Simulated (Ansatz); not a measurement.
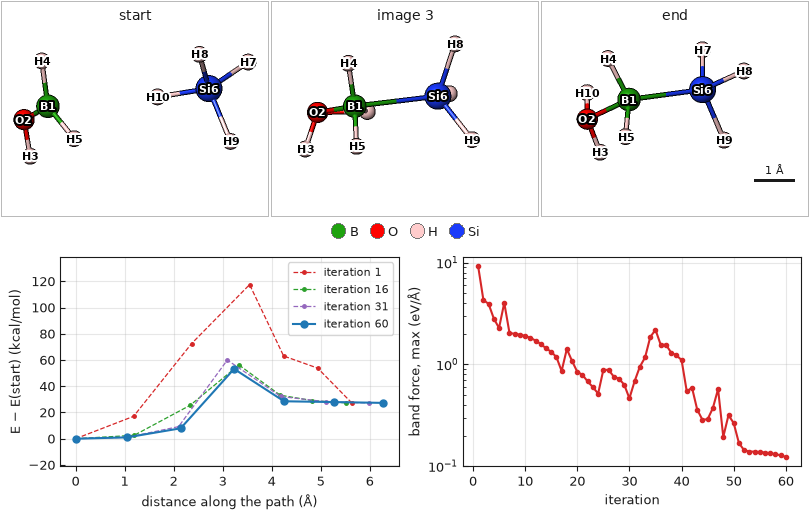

A search for the minimum-energy path of BSiH$_{7}$O, made up at the start of BH₃O and SiH$_{4}$ by the nudged elastic band. Images are numbered from 0 (start) to 6 (end). The plot follows the band through its iterations. Style: ball-and-stick. Shown from a free direction.

The calculation used Ansatz 0.2.0, RKS B3LYP/def2-SVP. Set-up: 5 movable images; climbing image; force threshold 0.05 eV/Å; iteration limit 60; optimiser FIRE; starting path through a guess of the saddle point.

### How did the profile develop, and is the result final?

The result isn't final. The band hadn't converged when the run stopped after 60 iterations. The largest component of the band force went from 9.2 to 0.12 eV/Å. The barrier read from it is provisional, though the highest image hardly moved in the last two iterations. The first iteration put the highest image at 117.5 kcal/mol. The highest point, image 3, lies 53.2 kcal/mol above the start and 25.9 kcal/mol above the end; the end is at +27.3 kcal/mol relative to the start.

Limits of the set-up: the start holds two separate molecules, 3.3 Å apart at their closest, whose relative position is a soft coordinate and is computed without a dispersion correction.
